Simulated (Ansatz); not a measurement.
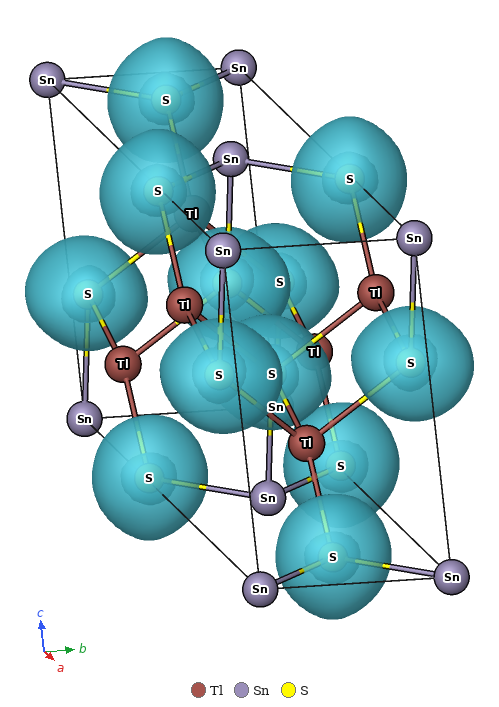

Tl2SnS4. Isosurface of the electron localisation function at 0.7 (cyan), seen slightly off an axis. Core shells and regions of very low density are left out. Sticks mark near contacts.

Space group C2/m; a structure from a database of computed crystals, not necessarily the ambient phase; started from the Ti2NiS4-12 prototype, which need not be the ambient phase; changed on purpose from its base cell (shaken).

Theory: DFT, PBEsol, plane waves, PAW in Ansatz 0.2.0.

In a PAW calculation such maps are meaningful between the atoms, not at the nuclei.

Q: Describe the localisation domains.

A: At this value the surface marks out eight regions wrapped around S (the valence shell of each), counted in one cell of 14 atoms. Regions shared between cells count once. Along the contacts the grid gives the following. Sn–S (2.63 Å): the ELF peaks at about 0.85 in the valence shell of S, 0.8 Å from its nucleus, and is about 0.45 at the midpoint. Tl–S (2.67 Å): the ELF peaks at about 0.85 in the valence shell of S, 0.8 Å from its nucleus, and drops to about 0.25 between the two atoms.
